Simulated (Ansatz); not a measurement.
# CH₄FInSi (SMILES F[SiH2][CH2][In]): what the fields show

The calculation's input:

```
crystal:
  periodic: [false, false, false]
  atoms:
    - {symbol: C, position_ang: [0.126480, 0.221120, 1.322339]}
    - {symbol: F, position_ang: [-1.840305, -1.251575, -0.304885]}
    - {symbol: In, position_ang: [2.324958, 0.361405, 2.129316]}
    - {symbol: Si, position_ang: [-0.274176, -1.209907, 0.227129]}
    - {symbol: H, position_ang: [-0.046539, -2.506933, 0.953681]}
    - {symbol: H, position_ang: [0.584599, -1.182810, -1.007248]}
    - {symbol: H, position_ang: [-0.497755, 0.219347, 2.244536]}
    - {symbol: H, position_ang: [-0.031061, 1.192910, 0.801867]}
basis:
  gaussian: {orbitals: def2-TZVPD}
hamiltonian: {xc: {name: PBE0}}
output: {forces: true, orbitals: {seedname: orbitals}}
```

Run with:

```sh
ansatz run input.yaml --threads 1 --pin off --max-ram 2610MiB --events-out events.jsonl --progress --plain --runs-dir runs
```

Geometry: BLYP-D3(BJ)/def2-SVP; core potentials replace the inner electrons of In.

These are results of isolated molecule in a Gaussian basis; Kohn-Sham density functional theory, functional PBE0 in Ansatz, not measurements.

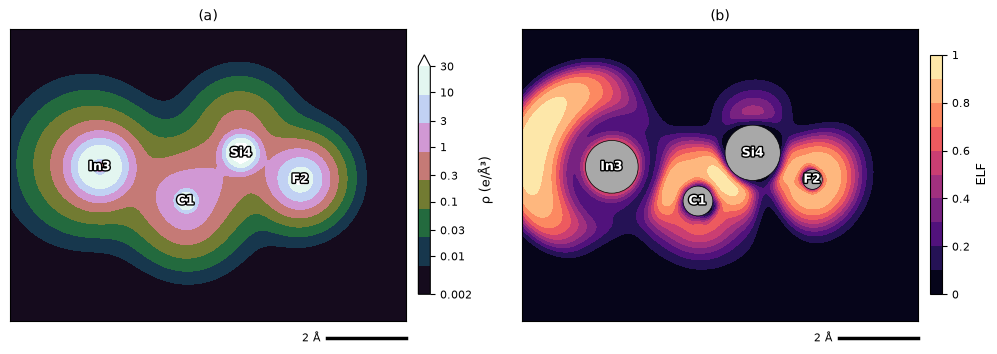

Figure 1. (a) electron density; (b) electron localisation function on the plane of atoms C1, Si4 and F2. Grey discs cover the atomic cores in the ELF map.

What does the map show?

Atoms in the plane: C, F, In and Si. Si–F (1.65 Å): ρ at the midpoint is about 1 e/Å³; the ELF peaks at about 0.85 in the valence shell of F, 0.6 Å from its nucleus, and is about 0.45 at the midpoint. C–Si (1.85 Å): ρ at the midpoint is about 0.99 e/Å³; the ELF peaks at about 0.95 between the atoms (localised, covalent bonding). C–In (2.35 Å): ρ is about 0.47 e/Å³ halfway; the ELF peaks at about 0.90 in the valence shell of C, 0.7 Å from its nucleus, and drops to about 0.20 between the two atoms. The ELF also peaks beside F2, away from the bonds: lone-pair regions.

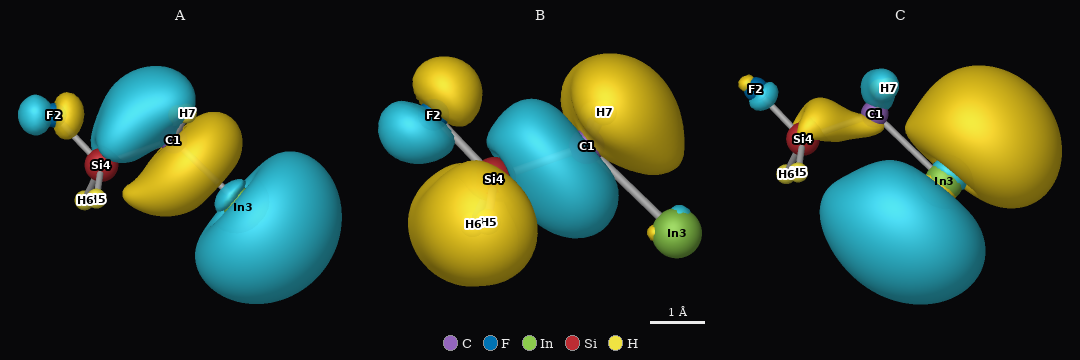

Figure 2. Three frontier orbitals at ±0.06 Å⁻³ᐟ² (yellow and cyan are the two phases), in no order.

Which picture is the HOMO−1, the HOMO and the LUMO?

B is the HOMO−1 (−8.87 eV). Its weight (Hirshfeld) is mainly on C1 (about 35 %), Si4 (about 25 %), H6 (about 10 %), H5 (about 10 %) and F2 (about 10 %). A is the HOMO (−6.06 eV). By Hirshfeld shares it lies mainly on In3 (about 50 %), C1 (about 35 %) and Si4 (about 5 %). C is the LUMO (−1.99 eV). Its weight (Hirshfeld) is mainly on In3 (about 90 %).

What is the HOMO–LUMO gap?

4.07 eV between the orbital energies.
